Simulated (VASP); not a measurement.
Band structure of InBi (relaxed from the zinc blende structure, space group F-43m). Method: PBEsol GGA, VASP's PBE PAW potentials (set 64) (plane waves; VASP).

Unless said otherwise, spin-orbit coupling is left out, though it shifts the bands of the heavy elements here.

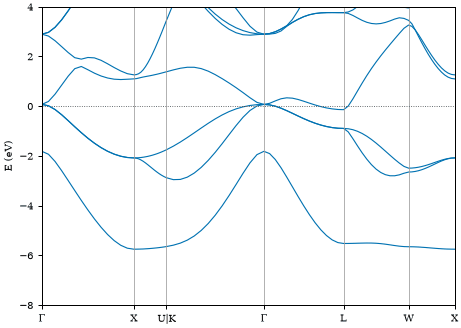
Fig. 1. Bands along high-symmetry lines, zero at the valence-band maximum or, without a gap, the Fermi level

**Question.** Read the plot: is there a gap, and where are the band edges?

**Answer.** It has no gap at this level: it comes out as a metal or semimetal. (Edges off the drawn lines would not show.)

The structure was generated: InBi was put into the zinc blende type (F-43m), which need not be its known phase. It was relaxed first.
